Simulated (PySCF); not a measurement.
**UM06-2X/SBKJC (core potential) run of SnH3 (SMILES [SnH3])**

What is the energy change on altering one bond length of SnH3 at UM06-2X/SBKJC (core potential)? 

Program for the calculation: PySCF 2.14.0.

6 further runs of the same task are left out: 6 set aside as unsound or not needed.

**1. The molecule**

The species is SnH3 (4 atoms), meant as a doublet with charge 0. As SMILES, `[SnH3]`. The shape is that of a PBE0-D4/def2-TZVP optimisation.

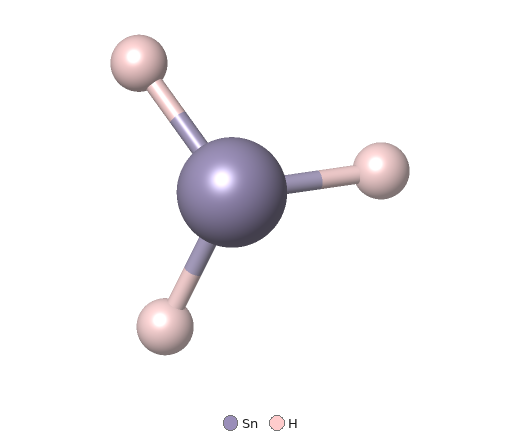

Viewed from a chosen angle; tin purple, hydrogen pink.

**2. A single-point energy at UM06-2X/SBKJC (core potential)**

Input file run.py:

```python
from pyscf import gto, dft

mol = gto.Mole()
mol.atom = '''
Sn     0.280200    -0.211600    -0.271700
H      1.055200     0.011000     1.241700
H     -1.125000    -1.172200    -0.064000
H     -0.154900     1.312500    -0.926300
'''
mol.basis = 'sbkjc'
mol.max_memory = 1860
mol.spin = 1
mol.ecp = {'Sn': 'sbkjc'}
mol.verbose = 3
mol.charge = 0
mol.build()

ks = dft.UKS(mol, xc='m06-2x')
ks.conv_tol = 1e-10
ks.grids.level = 5
ks.kernel()
if not ks.converged:
    ks = ks.newton().run(ks.mo_coeff, ks.mo_occ)

energy = ks.e_tot
print('E(%s) = %.9f' % ('M06-2X', energy))
```

On the command line:

```bash
$ OMP_NUM_THREADS=1 python run.py
```

Standard output:

```text
WARN: HOMO -0.121787191760115 >= LUMO -0.121787191760114

converged SCF energy = -5.08748223294613  <S^2> = 0.75036929  2S+1 = 2.0003693
E(M06-2X) = -5.087482233
```

Run time: 2.8 s. Hardware: 1 thread of Arm Neoverse V2, shared host; peak memory 0.19 GiB.

**3. The distorted shape**

Input file mol.xyz:

```xyz
4

Sn     0.982822     0.268715    -0.375553
H      1.757822     0.491315     1.137847
H     -1.125000    -1.172200    -0.064000
H      0.547722     1.792815    -1.030153
```

Input file calc.py:

```python
from pyscf import gto, dft

mol = gto.Mole()
mol.atom = 'mol.xyz'
mol.spin = 1
mol.max_memory = 1860
mol.charge = 0
mol.ecp = {'Sn': 'sbkjc'}
mol.basis = 'sbkjc'
mol.verbose = 3
mol.build()

mf = dft.UKS(mol, xc='m06-2x')
mf.conv_tol = 1e-10
mf.grids.level = 5
mf.kernel()
if not mf.converged:
    mf = mf.newton().run(mf.mo_coeff, mf.mo_occ)

energy = mf.e_tot
print('E(%s) = %.9f' % ('M06-2X', energy))
```

On the command line:

```bash
$ OMP_NUM_THREADS=1 python calc.py
```

Standard output:

```text
converged SCF energy = -5.02252302561754  <S^2> = 0.8005024  2S+1 = 2.0498804
E(M06-2X) = -5.022523026
```

It took 3.9 s on 1 thread of Arm Neoverse V2, shared host; peak memory 0.19 GiB.

**4. Summary of results**

Level: UM06-2X/SBKJC (core potential).

| quantity | value |
| --- | --- |
| first shape: total energy | -5.08748 Eh |
| first shape: dipole moment | 0.02 D |
| first shape: HOMO energy (highest over α and β) | -6.67 eV |
| first shape: LUMO energy (lowest over α and β) | -2.98 eV |
| first shape: ⟨S²⟩ | 0.750 |
| distorted shape: total energy | -5.02252 Eh |
| distorted shape: dipole moment | 1.47 D |
| distorted shape: HOMO energy (highest over α and β) | -6.97 eV |
| distorted shape: LUMO energy (lowest over α and β) | -3.15 eV |
| distorted shape: ⟨S²⟩ | 0.801 |
| energy change with the Sn1–H3 bond stretched from 1.715 to 2.572 Å | 1.768 eV |

What this shows: With the Sn1–H3 bond stretched from 1.715 to 2.572 Å the energy rises by 1.77 eV (171 kJ/mol). The first shape isn't relaxed at this level, so the change isn't measured from a minimum.
